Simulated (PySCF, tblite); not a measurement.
# C3H5N3OSi: geometry, infrared bands and NMR shifts

Wanted: the infrared bands and NMR shifts of C3H5N3OSi (`[SiH3]Oc1cncnn1`), by calculation.

Programs: tblite 0.8.0 and PySCF 2.14.0, with density-fitted response routines of our own. Each step states its level of theory. These are calculated values for one molecule in the gas phase, unless marked as measured. Atoms are numbered from 0 throughout.

### 1 The starting structure

13 atoms, charge 0, multiplicity 1; geometry from: force field or distance geometry start.

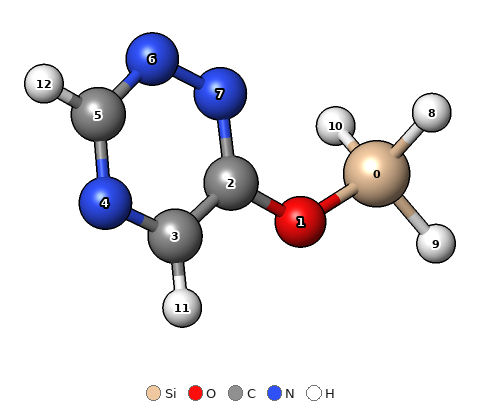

As it starts; silicon light orange, oxygen red, carbon grey, nitrogen blue, hydrogen white, atoms numbered.

### 2 Geometry optimisation with GFN2-xTB

The job: settings as JSON, then the geometry in Å.

```
{"job": {"kind": "relax", "xc": "GFN2-xTB", "basis": "xTB"}, "charge": 0, "multiplicity": 1}
Si    -2.400800     0.835300    -0.444000
O     -1.151100    -0.205700    -0.680100
C      0.087900    -0.233600    -0.054200
C      0.989900    -1.195600    -0.410900
N      2.216900    -1.291500     0.163200
C      2.468500    -0.345900     1.073900
N      1.621700     0.634700     1.451300
N      0.399200     0.695400     0.877800
H     -1.997700     2.219400    -0.788700
H     -3.526800     0.444100    -1.339100
H     -2.902500     0.761800     0.954100
H      0.752800    -1.956000    -1.147600
H      3.437600    -0.362100     1.569300
```

Started as:

```sh
$ OMP_NUM_THREADS=1 python probes_run.py task.json out
```

This one command runs all jobs of the session in turn.

What it wrote:

```text
step      E/eV     max force
  0    -640.62529    2.826
  1    -640.86243    1.110
  2    -640.90549    0.614
  3    -640.93225    0.482
  4    -640.95260    0.426
  5    -640.97093    0.373
  6    -640.98523    0.489
  7    -641.00298    0.502
  8    -641.01587    0.307
  9    -641.02336    0.251
 10    -641.02886    0.223
 11    -641.03326    0.154
 12    -641.03629    0.159
 13    -641.03800    0.086
 14    -641.03914    0.098
 15    -641.04029    0.108
 16    -641.04128    0.079
 17    -641.04192    0.055
 18    -641.04229    0.047
 19    -641.04254    0.049
 20    -641.04281    0.045
 21    -641.04317    0.051
 22    -641.04366    0.072
 23    -641.04419    0.068
 24    -641.04471    0.063
 25    -641.04527    0.084
 26    -641.04605    0.130
 27    -641.04719    0.155
 28    -641.04855    0.132
 29    -641.04980    0.081
 30    -641.05074    0.076
 31    -641.05139    0.058
 32    -641.05186    0.055
 33    -641.05214    0.041
 34    -641.05233    0.044
 35    -641.05250    0.043
 36    -641.05266    0.034
 37    -641.05277    0.027
 38    -641.05283    0.018
 39    -641.05287    0.018
 40    -641.05291    0.024
 41    -641.05297    0.026
 42    -641.05300    0.016
 43    -641.05302    0.008
```

It took 0.43 s on 1 thread of Arm Neoverse N1, shared host.

Step by step: (not every step is listed)

| step | energy from step 0 (eV) | largest force (eV/Å) |
| --- | --- | --- |
| 0 | 0.0000 | 2.8256 |
| 1 | -0.2371 | 1.1097 |
| 2 | -0.2802 | 0.6136 |
| 3 | -0.3070 | 0.4823 |
| 4 | -0.3273 | 0.4265 |
| 5 | -0.3456 | 0.3729 |
| 6 | -0.3599 | 0.4887 |
| 7 | -0.3777 | 0.5025 |
| 8 | -0.3906 | 0.3066 |
| 11 | -0.4080 | 0.1541 |
| 14 | -0.4139 | 0.0984 |
| 17 | -0.4166 | 0.0548 |
| 20 | -0.4175 | 0.0453 |
| 23 | -0.4189 | 0.0681 |
| 26 | -0.4208 | 0.1303 |
| 29 | -0.4245 | 0.0808 |
| 32 | -0.4266 | 0.0547 |
| 35 | -0.4272 | 0.0430 |
| 38 | -0.4275 | 0.0179 |
| 39 | -0.4276 | 0.0184 |
| 40 | -0.4276 | 0.0242 |
| 41 | -0.4277 | 0.0255 |
| 42 | -0.4277 | 0.0157 |
| 43 | -0.4277 | 0.0082 |

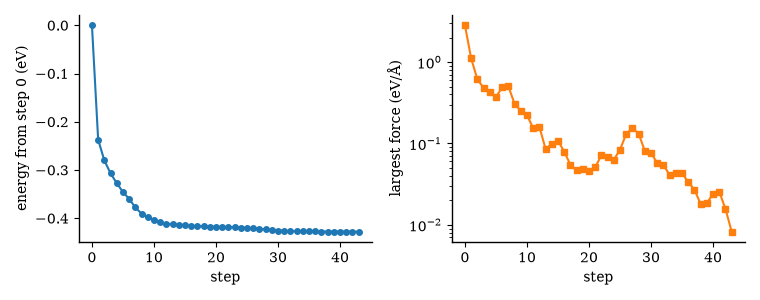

Energy and force, step by step.

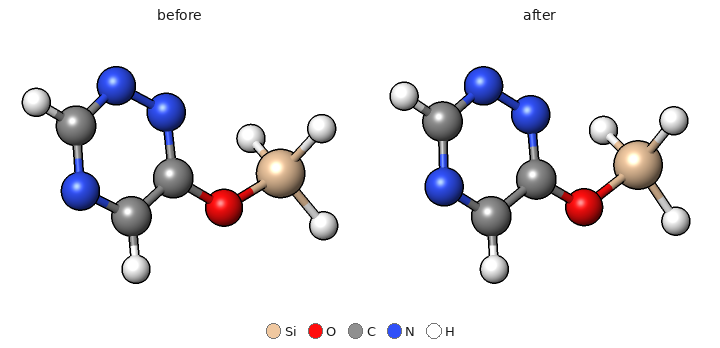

The geometry before (left) and after (right).

Distances of close pairs at the start and the end, largest changes first:

| bond | before (Å) | after (Å) | change (Å) |
| --- | --- | --- | --- |
| O1–C2 | 1.388 | 1.312 | -0.076 |
| C3–N4 | 1.358 | 1.310 | -0.048 |
| N6–N7 | 1.352 | 1.305 | -0.047 |
| C2–C3 | 1.366 | 1.412 | +0.046 |
| C5–N6 | 1.349 | 1.311 | -0.038 |
| Si0–H9 | 1.491 | 1.457 | -0.034 |
| Si0–H10 | 1.487 | 1.457 | -0.030 |
| C2–N7 | 1.352 | 1.326 | -0.026 |

The next job starts from the end point, and lists it.

### 3 Infrared spectrum with GFN2-xTB

The job: settings as JSON, then the geometry in Å.

```
{"job": {"kind": "ir", "xc": "GFN2-xTB", "basis": "xTB"}, "charge": 0, "multiplicity": 1}
Si    -2.321254     0.888216    -0.357781
O     -1.156318    -0.248952    -0.710186
C      0.018166    -0.273870    -0.125392
C      0.986174    -1.251687    -0.444424
N      2.147902    -1.241568     0.161877
C      2.328288    -0.273137     1.064085
N      1.450250     0.647544     1.382397
N      0.289214     0.649481     0.786952
H     -1.805737     2.211683    -0.681910
H     -3.324886     0.391022    -1.289348
H     -2.692796     0.766963     1.045642
H      0.797455    -2.019575    -1.182151
H      3.279155    -0.245632     1.575327
```

What it wrote:

```text
mode    cm-1     km/mol
  1      81.1      1.56
  2      92.7      4.44
  3     121.4      0.04
  4     168.2      0.42
  5     356.6      5.76
  6     361.3      2.13
  7     473.1     18.09
  8     536.8     17.73
  9     604.4     17.37
 10     607.3     95.78
 11     662.3     94.81
 12     743.9      4.61
 13     745.2    207.96
 14     753.8    124.36
 15     772.4    172.95
 16     802.8    332.39
 17     838.6      5.49
 18     906.8      1.92
 19     931.4     44.15
 20    1040.5     25.75
 21    1115.4      3.22
 22    1162.7     46.02
 23    1195.7     10.11
 24    1265.6     47.55
 25    1368.3     54.36
 26    1420.7    509.13
 27    1483.7     53.58
 28    1556.4     17.44
 29    2309.3    340.24
 30    2319.7    186.95
 31    2324.9    165.56
 32    3060.8     13.26
 33    3088.1     11.16
```

Run time: 0.65 s. Hardware: 1 thread of Arm Neoverse N1, shared host.

The strongest bands and the atoms that carry them (share of the mass-weighted mode):

| cm⁻¹ | km/mol | atoms |
| --- | --- | --- |
| 745 | 208.0 | H9 60 %, H10 17 %, H8 17 % |
| 754 | 124.4 | O1 46 %, Si0 20 %, N6 10 % |
| 772 | 172.9 | H8 41 %, H10 40 %, H9 10 % |
| 803 | 332.4 | H9 32 %, H10 30 %, H8 29 % |
| 1421 | 509.1 | C2 55 %, O1 16 %, N4 15 % |
| 2309 | 340.2 | H8 49 %, H10 47 % |
| 2320 | 186.9 | H10 46 %, H8 45 % |
| 2325 | 165.6 | H9 91 % |

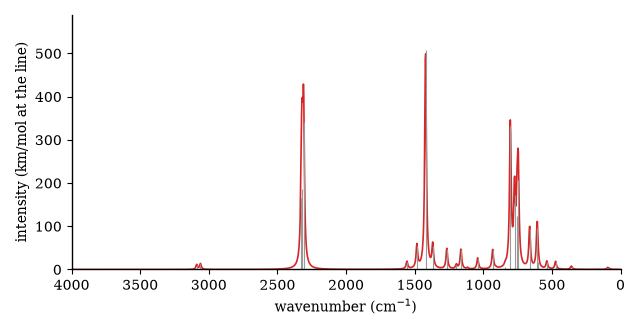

The infrared spectrum from these modes, unscaled. Lines are broadened to a width of 14 cm⁻¹ (Lorentzian).

### 4 Nuclear shieldings: PBE0/pcSseg-1

The job, as its differences from that of step 3:

```diff
@@ -1,2 +1,2 @@
-{"job": {"kind": "ir", "xc": "GFN2-xTB", "basis": "xTB"}, "charge": 0, "multiplicity": 1}
+{"job": {"kind": "nmr", "xc": "PBE0", "basis": "pcSseg-1"}, "charge": 0, "multiplicity": 1}
 Si    -2.321254     0.888216    -0.357781
```

Method: GIAO PBE0/pcSseg-1 NMR shielding, non-relativistic, gas phase.

What it wrote:

```text
coarse grid: 12256 points
cycle   1  E = -645.5734628305  dE =  1.597e+00  |g| = 6.628e-01  |ddm| = 3.569e+00
cycle   2  E = -645.4687556911  dE =  1.047e-01  |g| = 1.010e+00  |ddm| = 1.113e+00
cycle   3  E = -645.6489697457  dE = -1.802e-01  |g| = 1.108e-01  |ddm| = 7.421e-01
cycle   4  E = -645.6505376107  dE = -1.568e-03  |g| = 6.877e-02  |ddm| = 1.395e-01
cycle   5  E = -645.6514836225  dE = -9.460e-04  |g| = 1.778e-02  |ddm| = 5.738e-02
cycle   6  E = -645.6515425725  dE = -5.895e-05  |g| = 7.886e-03  |ddm| = 1.955e-02
cycle   7  E = -645.6515580242  dE = -1.545e-05  |g| = 1.657e-03  |ddm| = 7.251e-03
cycle   8  E = -645.6515585170  dE = -4.928e-07  |g| = 5.840e-04  |ddm| = 1.476e-03
final grid: 116600 points
cycle   9  E = -645.7023953366  dE = -2.454e-05  |g| = 8.673e-03  |ddm| = 2.609e-02
cycle  10  E = -645.7023722057  dE =  2.313e-05  |g| = 1.405e-02  |ddm| = 1.630e-02
cycle  11  E = -645.7024089372  dE = -3.673e-05  |g| = 1.616e-03  |ddm| = 1.080e-02
cycle  12  E = -645.7024095152  dE = -5.780e-07  |g| = 5.201e-04  |ddm| = 1.674e-03
cycle  13  E = -645.7024095750  dE = -5.980e-08  |g| = 1.416e-04  |ddm| = 4.972e-04
cycle  14  E = -645.7024095790  dE = -3.955e-09  |g| = 5.920e-05  |ddm| = 1.540e-04
cycle  15  E = -645.7024095797  dE = -7.246e-10  |g| = 1.850e-05  |ddm| = 5.442e-05
converged SCF energy = -645.7024095797

GIAO shielding tensors (ppm)
atom      isotropic    diamagn.    paramagn.     s11        s22        s33       span
  0 Si     385.253     880.013    -494.759    356.754    357.302    441.705     84.950
  1 O      219.673     398.099    -178.426    147.736    227.003    284.279    136.542
  2 C       16.931     254.920    -237.989    -95.685     25.771    120.708    216.393
  3 C       41.072     251.494    -210.422    -52.873     33.951    142.139    195.011
  4 N      -81.811     330.878    -412.689   -377.379   -162.792    294.737    672.116
  5 C       28.183     252.309    -224.125    -85.308     37.655    132.203    217.511
  6 N     -161.184     322.842    -484.026   -529.802   -184.276    230.526    760.328
  7 N     -148.458     330.527    -478.986   -506.276   -154.583    215.485    721.761
  8 H       26.380      29.569      -3.189     23.421     24.495     31.226      7.805
  9 H       26.770      29.230      -2.459     23.014     25.913     31.384      8.370
 10 H       26.378      29.477      -3.098     23.419     24.497     31.219      7.801
 11 H       23.206      30.034      -6.828     18.828     22.818     27.970      9.142
 12 H       21.937      27.871      -5.934     18.875     21.267     25.669      6.794
```

Wall time 45 s (1 thread of Arm Neoverse N1, shared host); peak memory 0.74 GiB.

The references, computed at this level on geometries of the same kind, shield at (ppm): 1H TMS 31.72, 13C TMS 186.9, 29Si TMS 349.2, 15N NH3 267.7, 17O H2O 336.1. Their shielding less the atom's gives the shift. The references are single molecules in the gas phase, so shifts against H2O, NH3, PH3, H3PO4 or CFCl3 are not on the usual liquid scales and can be off by tens of ppm. Atoms listed in one row are averaged.

| atoms | environment | σ (ppm) | δ (ppm) | δ scaled to CDCl3 |
| --- | --- | --- | --- | --- |
| C2 | aromatic carbon bearing oxygen | 16.9 | 170.0 | 164.0 |
| C5 | aromatic CH between two ring heteroatoms | 28.2 | 158.7 | 153.0 |
| C3 | aromatic CH next to a ring nitrogen | 41.1 | 145.9 | 140.4 |
| H12 | hydrogen on an aromatic CH between two ring heteroatoms | 21.94 | 9.78 | 9.33 |
| H11 | hydrogen on an aromatic CH next to a ring nitrogen | 23.21 | 8.51 | 8.13 |
| H8, H9, H10 | hydrogen on a silicon bonded to O | 26.51 | 5.21 | – |
| Si0 | silicon bonded to O, 3 H | 385.3 | -36.1 | – |
| O1 | oxygen bonded to C, Si | 219.7 | 116.4 | – |
| N6 | pyridine-type ring nitrogen | -161.2 | 428.9 | – |
| N7 | pyridine-type ring nitrogen | -148.5 | 416.2 | – |
| N4 | pyridine-type ring nitrogen | -81.8 | 349.5 | – |

The scaled column applies a straight-line fit of computed shieldings to shifts measured in CDCl3 (root-mean-square error 0.16 ppm for H, 1.9 ppm for C).

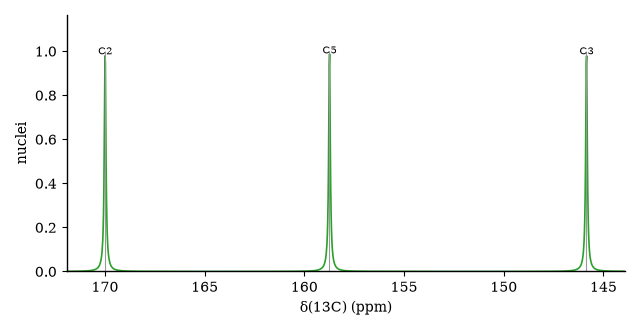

13C lines at the computed shifts, without couplings. Lines are broadened to a width of 0.10 ppm (Lorentzian).

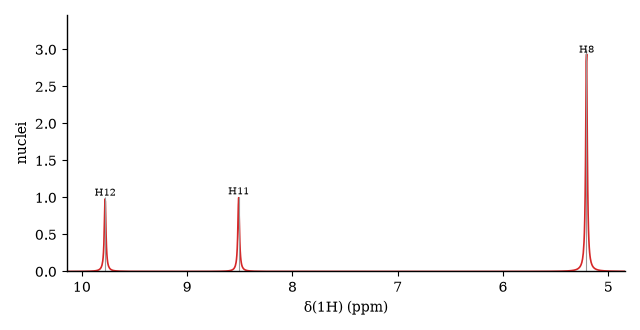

1H lines at the computed shifts, without couplings. Lines are broadened to a width of 0.02 ppm (Lorentzian).

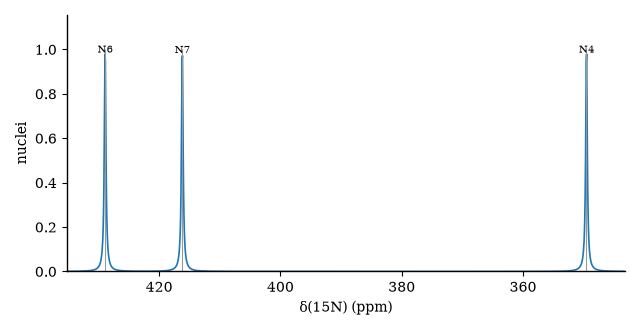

15N lines at the computed shifts, without couplings. Lines are broadened to a width of 0.32 ppm (Lorentzian).

The run also stored atomic charges by several schemes (e):

| atoms | Mulliken | IAO | Hirshfeld | ESP fit |
| --- | --- | --- | --- | --- |
| Si0 | 0.68 | 0.85 | 0.39 | 0.60 |
| O1 | -0.58 | -0.56 | -0.18 | -0.62 |
| C2 | 0.42 | 0.29 | 0.13 | 0.69 |
| C3 | 0.17 | -0.03 | 0.03 | 0.15 |
| N4 | -0.39 | -0.26 | -0.14 | -0.66 |
| C5 | 0.26 | 0.07 | 0.06 | 0.78 |
| N6 | -0.24 | -0.16 | -0.11 | -0.58 |
| N7 | -0.30 | -0.19 | -0.10 | -0.15 |

Hirshfeld charges:

Si0 0.39; O1 -0.18; C2 0.13; C3 0.03; N4 -0.14; C5 0.06; N6 -0.11; N7 -0.10; H8 -0.07; H9 -0.07; H10 -0.07; H11 0.07; H12 0.06

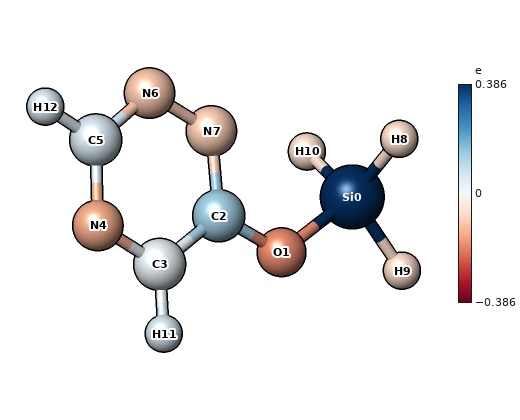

Hirshfeld charges, as colours on the atoms.

Mayer bond orders: Si0–O1 0.83, O1–C2 1.03, C2–C3 1.22, C3–N4 1.55, N4–C5 1.37, C5–N6 1.52, N6–N7 1.33, N7–C2 1.40.

Ring of atoms C2, C3, N4, C5, N6, N7: NICS(0) -4.3, NICS(1) -10.3, NICS(1)zz -25.4 ppm (means of both faces).

### 5 Summary of results

| quantity | value |
| --- | --- |
| strongest single infrared mode (GFN2-xTB) | 1421 cm⁻¹, 509 km/mol |
| zero-point energy (GFN2-xTB) | 50.4 kcal/mol |
| 13C shifts against TMS (PBE0/pcSseg-1) | 170.0, 158.7, 145.9 ppm |
| 1H shifts against TMS (PBE0/pcSseg-1, means over atoms taken as alike) | 9.78, 8.51, 5.21 ppm |
| 29Si shifts against TMS (PBE0/pcSseg-1) | -36.1 ppm |
| 17O shifts against H2O (PBE0/pcSseg-1) | 116.4 ppm |
| 15N shifts against NH3 (PBE0/pcSseg-1) | 428.9, 416.2, 349.5 ppm |

In words: The optimisation took 43 steps and gained 0.428 eV; among the close pairs (by a distance rule), O1–C2 changed most, from 1.388 to 1.312 Å. All 33 modes are real, so the xTB geometry is a minimum. The strongest single mode, at 1421 cm⁻¹, moves mainly C2. GFN2-xTB is a fitted tight-binding method: band positions and strengths are rough. Its intensities can rank the bands wrongly. At PBE0/pcSseg-1: The widest tensor belongs to N6: span 760 ppm, with a paramagnetic part of -484 ppm. NICS(1)zz of -25 ppm above the planar ring from C2 marks a diatropic (aromatic) ring current.
